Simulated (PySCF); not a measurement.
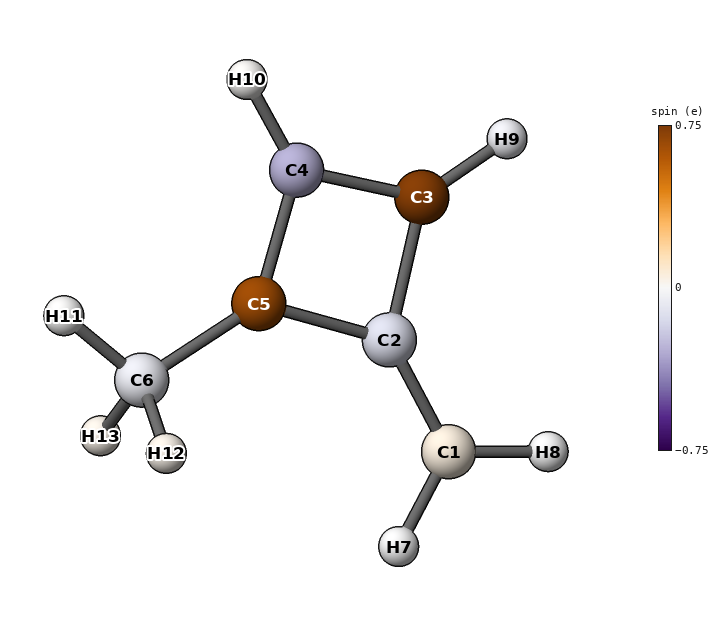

Atoms are coloured by their Mulliken spin populations. State: neutral, doublet. The computed structure is the end point of a PBE0-D3(BJ)/def2-SVP optimisation. No frequency run is at hand to confirm it as a minimum. Properties computed with UKS B3LYP, IGLO-III on C, pcH-1 on H, non-relativistic (PySCF 2.14.0).

List the Mulliken spin populations.

| atom | value (e) |
| --- | --- |
| C1 | 0.06 |
| C2 | −0.12 |
| C3 | 0.73 |
| C4 | −0.28 |
| C5 | 0.65 |
| C6 | −0.06 |
| H7 | 0.00 |
| H8 | 0.00 |
| H9 | −0.04 |
| H10 | 0.01 |
| H11 | 0.00 |
| H12 | 0.03 |
| H13 | 0.03 |

Mulliken values depend strongly on the basis set.
